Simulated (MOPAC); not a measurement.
Potential energy surface of H₃B, singlet: map of symmetric stretch and umbrella angle. Scanned: B-H bond length and angle between the B-H bonds and the threefold axis (90 = planar).

Cartesian coordinates as functions of the variables (Å; names that start with a are angles):
```
B  0  0  0
H  r*sin(a)*cos(0*2*pi/3+0)  r*sin(a)*sin(0*2*pi/3+0)  0+r*cos(a)
H  r*sin(a)*cos(1*2*pi/3+0)  r*sin(a)*sin(1*2*pi/3+0)  0+r*cos(a)
H  r*sin(a)*cos(2*2*pi/3+0)  r*sin(a)*sin(2*2*pi/3+0)  0+r*cos(a)
```

Calculation: AM1, restricted, heats of formation (MOPAC).

Energy in kJ/mol above the lowest grid point; x is the B-H bond length (Å), y the angle between the B-H bonds and the threefold axis (90 = planar) (°).

```csv
y \ x,1.05,1.10,1.16,1.21,1.27,1.32,1.38,1.43,1.49
130,643.7,552.4,485.8,462.8,468.4,495.2,546.8,600.8,673.5
126,536.4,448.3,386.0,367.0,377.4,408.3,464.5,522.4,599.5
122,443.0,358.1,300.2,284.8,299.7,334.0,394.3,455.4,536.3
118,362.8,281.1,227.1,215.0,233.5,270.8,334.5,398.3,482.5
114,295.1,216.3,165.6,156.2,177.8,217.5,284.0,350.1,437.1
110,239.2,162.7,114.7,107.5,131.6,173.2,242.1,310.1,399.5
106,194.2,119.6,73.9,68.3,94.4,137.6,208.3,277.9,369.1
102,159.7,86.6,42.5,38.3,65.7,110.2,182.3,253.1,345.8
98,135.4,63.3,20.3,16.9,45.5,90.7,163.8,235.5,329.2
94,120.9,49.4,7.1,4.2,33.3,79.1,152.8,225.0,319.3
90,116.0,44.7,2.7,0.0,29.3,75.2,149.2,221.5,316.0
```

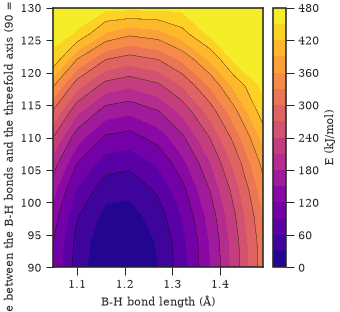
Figure: Energy surface, cut off at 458 kJ/mol.

Points that lie below all their neighbours on the grid: x = 1.21, y = 90 on the edge of the grid (0.0 kJ/mol).
